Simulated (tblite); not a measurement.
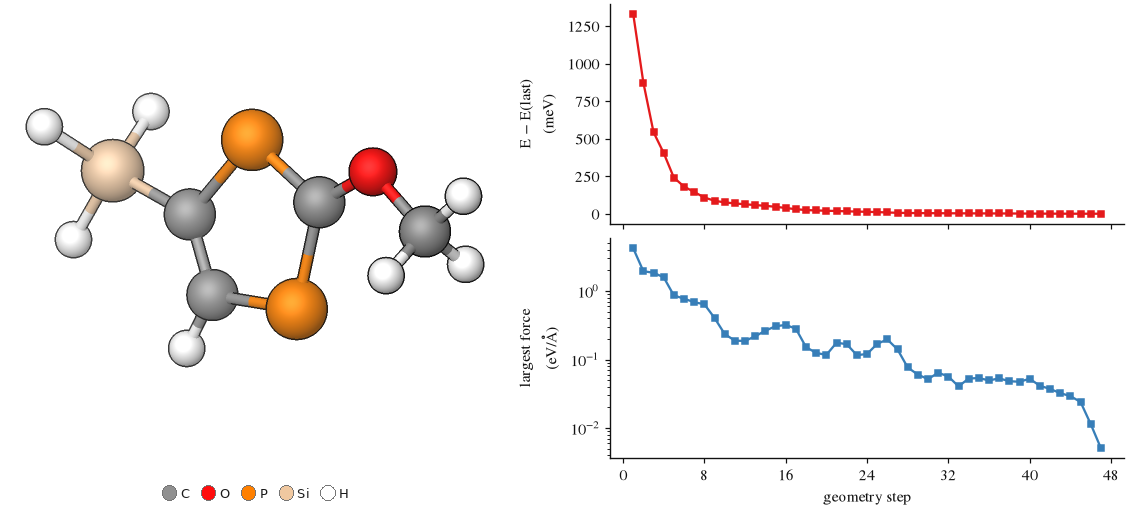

Beside the plot: the molecule at the start.

History of a geometry optimisation.

System: C₄H₇OP₂Si (SMILES COc1pc([SiH3])c[p-]1) (charge −1).
Method: GFN2-xTB geometry optimisation, gas phase (tblite 0.8.0).

How did it end, and what did it gain?

Answer. The optimisation met its thresholds at geometry 47, counting the start as the first. The energy fell by about 1300 meV from the first step to the last. The largest force goes from about 4.2 eV/Å at the start to 5 × 10⁻³ eV/Å at the end.
